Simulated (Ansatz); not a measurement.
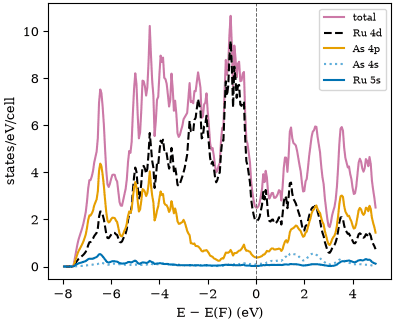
Total and projected density of states of AsRu in space group Pnma (No. 62; As on 4c, Ru on 4c), plane-wave PAW r²SCAN (Ansatz code)

Task: Which orbitals carry the states next to the Fermi level?

Result: Within 0.5 eV of the Fermi level: Ru 4d 80 %, As 4p 14 %. Projections are on Löwdin-orthogonalised atomic valence shells; empty p or d shells of many metals are not among them.

Task: Where is the tallest occupied peak in this window, and what makes it?

Result: Near -1.1 eV, about 11 states/eV per cell; the largest projected share is Ru 4d.

The workflow started from a Materials Project entry (that database holds measured and hypothetical structures alike); the Crystallography Open Database copy checked does not list it. Its standing as an ambient phase is unchecked. Symmetry was held in the r²SCAN relaxation; whether a distortion lowers the energy is not shown. The final state is ferromagnetic, the only order run, not a proven ground state. The program gave a warning on the electronic state, which may not be the lowest. Scalar-relativistic: spin–orbit coupling is off unless named, which matters more the heavier the elements.

Potentials: the later of the program's two PAW sets.
